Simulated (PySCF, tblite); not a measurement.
# Si2OF5 radical, a small gas-phase stand-in for a defect centre (Si site with back bonds F, F, O[Si](F)(F)F): EPR parameters

Aim: the EPR parameters of `F[Si](F)O[Si](F)(F)F`. It is drawn as: dangling bond.

Computed with tblite 0.8.0 and PySCF 2.14.0; each step states its level. No surroundings beyond the atoms listed, unless a continuum is named. Atoms count from 0, parts from 1.

## 1. The system as given

8 atoms, charge 0, multiplicity 2; geometry: distance geometry start.

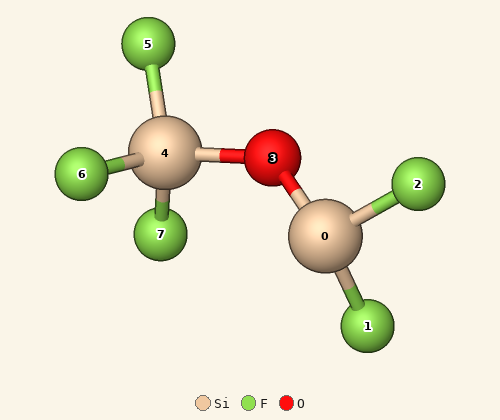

The starting geometry (silicon light orange, fluorine green, oxygen red), atoms numbered.

## 2. Relaxing the cluster with GFN2-xTB

The job: settings as JSON, then the geometry in Å.

```
{"job": {"kind": "relax", "xc": "GFN2-xTB", "basis": "xTB"}, "charge": 0, "multiplicity": 2}
Si    -1.687668    -0.116125    -0.101094
F     -2.082792     1.251326    -0.840826
F     -2.665559    -1.277655    -0.673841
O     -0.149948    -0.484116    -0.446659
Si     1.291900     0.024361     0.115406
F      2.479628    -0.942353    -0.445835
F      1.273657    -0.025474     1.714394
F      1.544466     1.525621    -0.376351
```

With the program's defaults for keys left out, this is: GFN2-xTB geometry optimisation, gas phase.

Run with:

```console
OMP_NUM_THREADS=1 python cluster_run.py task.json out
```

One launch serves the whole session: the jobs run in the order shown.

The log of the run:

```text
step      E/eV     max force
  0    -857.66031    2.029
  1    -857.76239    0.868
  2    -857.79900    0.620
  3    -857.81264    0.430
  4    -857.83028    0.440
  5    -857.83879    0.416
  6    -857.84591    0.173
  7    -857.84797    0.194
  8    -857.85079    0.257
  9    -857.85548    0.333
 10    -857.86266    0.428
 11    -857.87050    0.362
 12    -857.87736    0.238
 13    -857.88125    0.252
 14    -857.88521    0.262
 15    -857.89359    0.355
 16    -857.90203    0.271
 17    -857.90492    0.202
 18    -857.90700    0.163
 19    -857.91008    0.170
 20    -857.91419    0.276
 21    -857.91694    0.283
 22    -857.91977    0.197
 23    -857.92187    0.106
 24    -857.92421    0.160
 25    -857.92691    0.181
 26    -857.92862    0.217
 27    -857.93011    0.139
 28    -857.93083    0.094
 29    -857.93171    0.094
 30    -857.93344    0.168
 31    -857.93639    0.261
 32    -857.93991    0.289
 33    -857.93604    0.658
 34    -857.94467    0.138
 35    -857.94664    0.130
 36    -857.94908    0.205
 37    -857.95057    0.082
 38    -857.95154    0.088
 39    -857.95315    0.102
 40    -857.95386    0.078
 41    -857.95446    0.063
 42    -857.95485    0.072
 43    -857.95524    0.049
 44    -857.95551    0.048
 45    -857.95566    0.037
 46    -857.95578    0.032
 47    -857.95591    0.038
 48    -857.95603    0.034
 49    -857.95609    0.016
 50    -857.95610    0.004
```

Run time: 0.95 s. Hardware: 1 thread of Arm Neoverse V2, shared host.

Step by step:

```
step  energy from step 0 (eV)  largest force (eV/Å)
   0                   0.0000                2.0298
   2                  -0.1387                0.6192
   4                  -0.1700                0.4399
   6                  -0.1856                0.1733
   8                  -0.1905                0.2569
  10                  -0.2024                0.4284
  12                  -0.2170                0.2379
  14                  -0.2249                0.2624
  16                  -0.2417                0.2707
  18                  -0.2467                0.1629
  20                  -0.2539                0.2759
  22                  -0.2595                0.1976
  24                  -0.2639                0.1605
  26                  -0.2683                0.2164
  28                  -0.2705                0.0937
  30                  -0.2731                0.1675
  32                  -0.2796                0.2895
  34                  -0.2844                0.1382
  36                  -0.2888                0.2054
  38                  -0.2912                0.0880
  40                  -0.2935                0.0779
  42                  -0.2945                0.0717
  44                  -0.2952                0.0477
  46                  -0.2955                0.0318
  48                  -0.2957                0.0342
  50                  -0.2958                0.0036
```

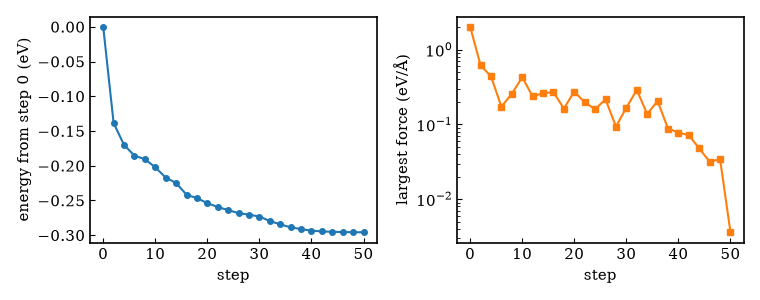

Energy and force, step by step.

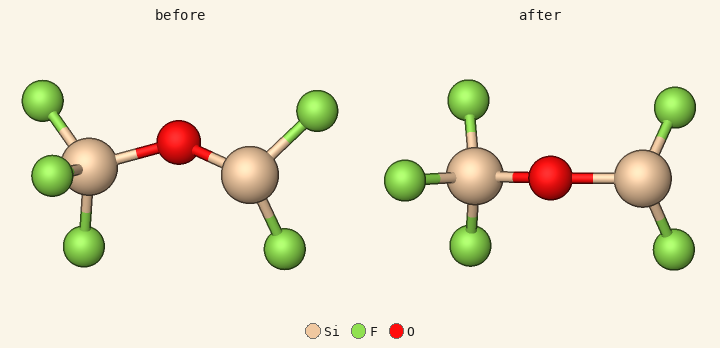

Before and after, at one scale.

Close pairs (by a distance rule), those that changed most:

| bond | before (Å) | after (Å) | change (Å) |
| --- | --- | --- | --- |
| Si4–F5 | 1.631 | 1.573 | -0.058 |
| O3–Si4 | 1.629 | 1.591 | -0.038 |
| Si4–F6 | 1.600 | 1.572 | -0.028 |
| Si0–F2 | 1.623 | 1.596 | -0.027 |
| Si4–F7 | 1.600 | 1.573 | -0.027 |
| Si0–O3 | 1.618 | 1.608 | -0.010 |
| Si0–F1 | 1.604 | 1.595 | -0.009 |

## 3. Optimising the geometry at PBE0-D3(BJ)/def2-SVP

The job: settings as JSON, then the geometry in Å.

```
{"job": {"xc": "PBE0", "basis": "def2-SVP", "d3": "d3bj", "grid": 2, "kind": "geom", "shake": 0.01}, "charge": 0, "multiplicity": 2}
Si    -1.855188    -0.199387     0.030700
F     -2.163821     1.155827    -0.803662
F     -1.944879    -1.288476    -1.124981
O     -0.349643    -0.102524     0.617871
Si     1.175931     0.053630     0.355091
F      1.752281    -1.099112    -0.522528
F      1.891830     0.026469     1.770830
F      1.539565     1.425020    -0.351221
```

The log of the run:

```text
step   0  E = -1152.34436518  max force = 0.046817
step   1  E = -1152.35100946  max force = 0.005708
step   2  E = -1152.35145226  max force = 0.003202
step   3  E = -1152.35155576  max force = 0.001550
step   4  E = -1152.35157174  max force = 0.001247
step   5  E = -1152.35161831  max force = 0.003007
step   6  E = -1152.35152436  max force = 0.008782
step   7  E = -1152.35169278  max force = 0.006324
step   8  E = -1152.35182410  max force = 0.002056
step   9  E = -1152.35182169  max force = 0.000377
step  10  E = -1152.35182129  max force = 0.000177
step  11  E = -1152.35182046  max force = 0.000194
step  12  E = -1152.35181979  max force = 0.000270
optimisation converged
```

Run time: 2.4 min. Hardware: 1 thread of Arm Neoverse V2, shared host; peak memory 0.6 GiB.

The steps of the relaxation: (the energy doesn't fall at every step)

| step | energy from step 0 (eV) | largest force component (eV/Å) |
| --- | --- | --- |
| 0 | 0.0000 | 2.4074 |
| 1 | -0.1808 | 0.2935 |
| 2 | -0.1928 | 0.1647 |
| 3 | -0.1957 | 0.0797 |
| 4 | -0.1961 | 0.0641 |
| 5 | -0.1974 | 0.1546 |
| 6 | -0.1948 | 0.4516 |
| 7 | -0.1994 | 0.3252 |
| 8 | -0.2030 | 0.1057 |
| 9 | -0.2029 | 0.0194 |
| 10 | -0.2029 | 0.0091 |
| 11 | -0.2029 | 0.0100 |
| 12 | -0.2029 | 0.0139 |

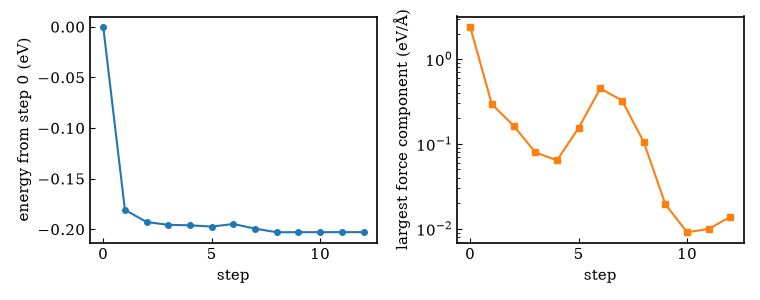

Energy and largest force along the relaxation.

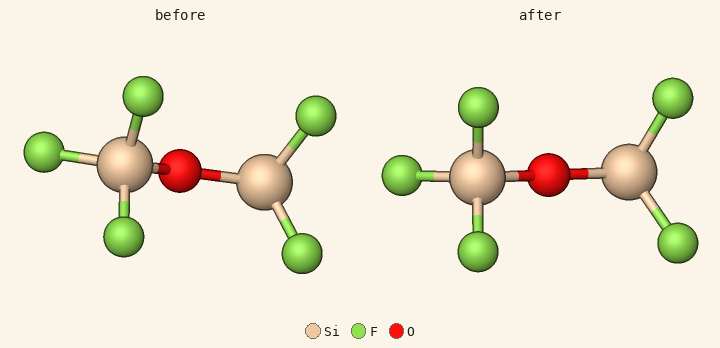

The geometry before (left) and after (right).

Close pairs (by a distance rule), those that changed most:

| bond | before (Å) | after (Å) | change (Å) |
| --- | --- | --- | --- |
| O3–Si4 | 1.556 | 1.613 | +0.057 |
| Si4–F5 | 1.559 | 1.591 | +0.032 |
| Si0–O3 | 1.619 | 1.639 | +0.020 |
| Si0–F2 | 1.591 | 1.610 | +0.020 |
| Si0–F1 | 1.621 | 1.610 | -0.011 |
| Si4–F7 | 1.585 | 1.591 | +0.006 |
| Si4–F6 | 1.587 | 1.591 | +0.004 |

The final coordinates are the input of the step that follows.

| at the end point | value |
| --- | --- |
| rotational constants (GHz, main isotopes) | 2.522, 0.779, 0.719 |
| dipole moment (D) | 1.59 |
| ⟨S²⟩ | 0.751 |

## 4. g tensor and hyperfine couplings: B3LYP/IGLO-III

The job: settings as JSON, then the geometry in Å.

```
{"job": {"kind": "epr"}, "charge": 0, "multiplicity": 2}
Si    -1.932122     0.021099    -0.035677
F     -2.218362     1.477120    -0.661051
F     -2.305458    -1.066558    -1.162930
O     -0.326688    -0.091429     0.275795
Si     1.284181    -0.146229     0.326502
F      1.834922    -1.335374    -0.575281
F      1.772229    -0.381056     1.822551
F      1.903875     1.220251    -0.201481
```

Level: UKS B3LYP, IGLO-III on F O Si, non-relativistic, mean-field spin-orbit, GIAO.

The log of the run:

```text
UKS, coarse grid
  cycle   1  E = -1153.83536694  |g| = 1.01e+00
  cycle   2  E = -1153.32782865  |g| = 1.66e+00
  cycle   3  E = -1154.14582796  |g| = 7.12e-02
  cycle   4  E = -1154.14645944  |g| = 5.65e-02
  cycle   5  E = -1154.14731837  |g| = 8.51e-03
  cycle   6  E = -1154.14733752  |g| = 1.52e-03
  cycle   7  E = -1154.14733879  |g| = 1.51e-03
  cycle   8  E = -1154.14733959  |g| = 2.55e-04
UKS, final grid
  cycle   1  E = -1154.14752388  |g| = 4.52e-04
  cycle   2  E = -1154.14752374  |g| = 8.02e-04
  cycle   3  E = -1154.14752394  |g| = 3.57e-05
  cycle   4  E = -1154.14752394  |g| = 1.55e-05
E = -1154.14752394 Eh   <S^2> = 0.7510 (exact 0.7500)
g shifts (ppm)      1          2          3
  rmc          -228       -228       -228
  gc            119        128         58
  oz_so       -2183      -2142       -413
  total       -2292      -2243       -583
hyperfine (MHz)  atom isotope    a_iso     a_fc   dipolar eigenvalues
    0  29Si   -1460.58   -1461.69   -113.19     56.36     56.83
    1   19F     346.66     345.81   -139.48   -133.44    272.92
    2   19F     348.30     347.45   -139.78   -133.71    273.49
    3   17O    -112.65    -112.65    -17.26      8.16      9.10
    4  29Si     -32.95     -32.99     -3.99      1.94      2.05
    5   19F       9.80       9.78     -5.11     -4.89     10.00
    6   19F      -0.19      -0.19     -1.38     -0.70      2.08
    7   19F      10.62      10.60     -5.43     -5.20     10.63
```

Wall time 76 s (1 thread of Arm Neoverse V2, shared host); peak memory 1.1 GiB.

Principal g values 2.00003, 2.00008, 2.00174; g(iso) = 2.00061, against 2.00232 for a free electron.

Hyperfine couplings, nucleus by nucleus at this fixed geometry (no averaging over rotations):

| nuclei | isotope | a(iso) (MHz) | a(iso) (G, at g = 2.0023) | largest dipolar term (MHz) |
| --- | --- | --- | --- | --- |
| Si0 | 29Si | -1460.6 | -521.2 | -113.2 |
| F2 | 19F | 348.3 | 124.3 | 273.5 |
| F1 | 19F | 346.7 | 123.7 | 272.9 |
| O3 | 17O | -112.7 | -40.2 | -17.3 |
| Si4 | 29Si | -32.9 | -11.8 | -4.0 |
| F7 | 19F | 10.6 | 3.8 | 10.6 |
| F5 | 19F | 9.8 | 3.5 | 10.0 |
| F6 | 19F | -0.2 | -0.1 | 2.1 |

Mulliken spin populations:

```csv
atom,value (e)
Si0,0.91
F1,0.03
F2,0.03
O3,0.01
Si4,0.02
F5,0.00
F6,0.00
F7,0.00
```

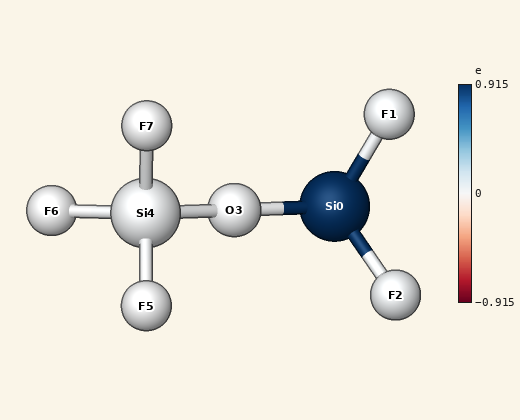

Mulliken spin populations, as colours on the atoms.

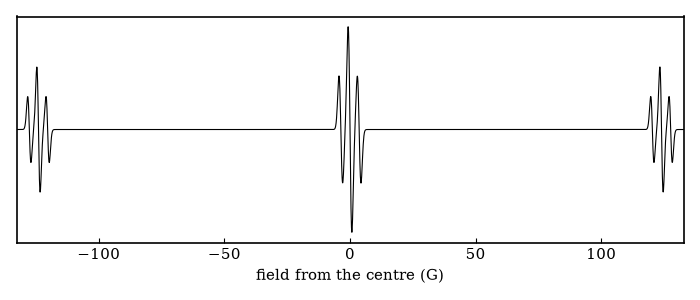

First-order isotropic spectrum (first derivative, main isotopes with spin only, couplings over 0.8 MHz, Gaussian width 0.6 G; couplings of the frozen geometry, rotation of groups not averaged beyond the rows shown).

## 5. g tensor and hyperfine couplings: BHandHLYP/IGLO-III

Settings changed since step 4:

```diff
@@ -1,2 +1,2 @@
-{"job": {"kind": "epr"}, "charge": 0, "multiplicity": 2}
+{"job": {"kind": "epr", "xc": "BHandHLYP"}, "charge": 0, "multiplicity": 2}
 Si    -1.932122     0.021099    -0.035677
```

Level: UKS BHandHLYP, IGLO-III on F O Si, non-relativistic, mean-field spin-orbit, GIAO.

The log of the run:

```text
UKS, coarse grid
  cycle   1  E = -1153.65472797  |g| = 8.78e-01
  cycle   2  E = -1153.61715667  |g| = 1.01e+00
  cycle   3  E = -1153.90132237  |g| = 4.38e-02
  cycle   4  E = -1153.90207685  |g| = 2.42e-02
  cycle   5  E = -1153.90227420  |g| = 9.23e-03
  cycle   6  E = -1153.90230678  |g| = 1.59e-03
  cycle   7  E = -1153.90230876  |g| = 9.22e-04
UKS, final grid
  cycle   1  E = -1153.90243084  |g| = 1.07e-03
  cycle   2  E = -1153.90243067  |g| = 1.33e-03
  cycle   3  E = -1153.90243121  |g| = 5.80e-05
  cycle   4  E = -1153.90243121  |g| = 4.99e-05
  cycle   5  E = -1153.90243121  |g| = 5.43e-06
E = -1153.90243121 Eh   <S^2> = 0.7515 (exact 0.7500)
g shifts (ppm)      1          2          3
  rmc          -230       -230       -230
  gc            119        126         55
  oz_so       -2196      -2196       -357
  total       -2308      -2300       -532
hyperfine (MHz)  atom isotope    a_iso     a_fc   dipolar eigenvalues
    0  29Si   -1492.73   -1493.84   -120.47     59.76     60.71
    1   19F     369.47     368.69   -134.06   -128.74    262.80
    2   19F     371.15     370.37   -134.37   -129.02    263.38
    3   17O    -111.00    -111.00    -16.76      7.94      8.82
    4  29Si     -28.09     -28.13     -3.86      1.89      1.98
    5   19F       7.96       7.94     -4.24     -4.06      8.29
    6   19F      -0.88      -0.87     -1.11     -0.55      1.66
    7   19F       8.67       8.65     -4.49     -4.32      8.81
```

It took 1.7 min on 1 thread of Arm Neoverse V2, shared host; peak memory 0.97 GiB.

In short: g(iso) 2.00061.

## 6. Comparing the runs: EPR parameters

g, ⟨S²⟩ and isotropic hyperfine couplings (MHz), with basis size and wall time:

| run | g(iso) | ⟨S²⟩ | 29Si Si0 | 19F F2 | 19F F1 | 17O O3 | 29Si Si4 | functions | time |
| --- | --- | --- | --- | --- | --- | --- | --- | --- | --- |
| B3LYP/IGLO-III | 2.00061 | 0.751 | -1460.6 | 348.3 | 346.7 | -112.7 | -32.9 | 298 | 76 s |
| BHandHLYP/IGLO-III | 2.00061 | 0.751 | -1492.7 | 371.2 | 369.5 | -111.0 | -28.1 | 298 | 1.7 min |

## 7. Outcome

```
                            quantity                     value
rotational constants (main isotopes)      2.52, 0.78, 0.72 GHz
                      g(iso) (B3LYP)                   2.00061
                                ⟨S²⟩        0.751 (exact 0.75)
                      largest a(iso)  29Si on Si0, -1460.6 MHz
```

In words: The start of the PBE0/def2-SVP relaxation was shaken at random by about 0.01 Å, so part of the energy gained, and of the first lengths quoted, undoes that. Over 12 steps the energy fell by 0.203 eV; of the close pairs, O3–Si4 changed most, 1.556 to 1.613 Å (PBE0/def2-SVP). Si0 carries the largest spin population, 0.91 e. The isotropic g lies 1.7 ppt below the free-electron value. The coupling of 29Si on Si0 runs from -1492.7 (BHandHLYP/IGLO-III) to -1460.6 MHz (B3LYP/IGLO-III).
